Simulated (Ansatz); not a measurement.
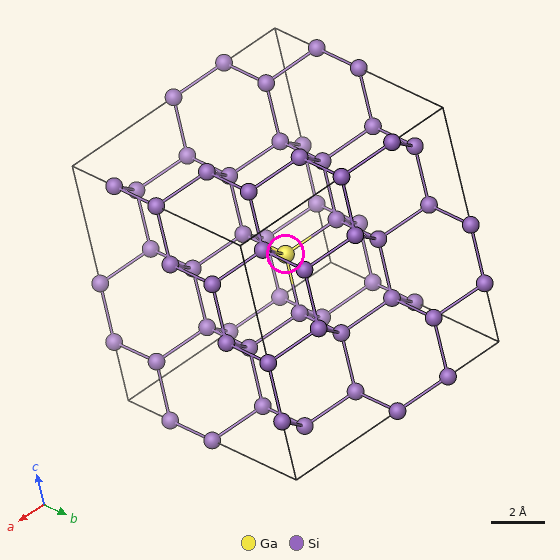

Shown here is a ball-and-stick view of the crystal, taken from a general direction. Atoms at the boundary of the supercell (the box) are drawn once for each face, edge or corner they touch. The host is Si, in a cell of 32 sites, and the cell carries a charge of -1. A ring marks the defect's site.

Question: Identify the point defect.

Answer: Gallium on a silicon site (a substitutional impurity). It is bonded to four Si in a tetrahedral arrangement at about 2.4 Å.

The atoms were relaxed in the host's cell with DFT LDA, scalar-relativistic, plane waves, PAW in Ansatz 0.2.0.
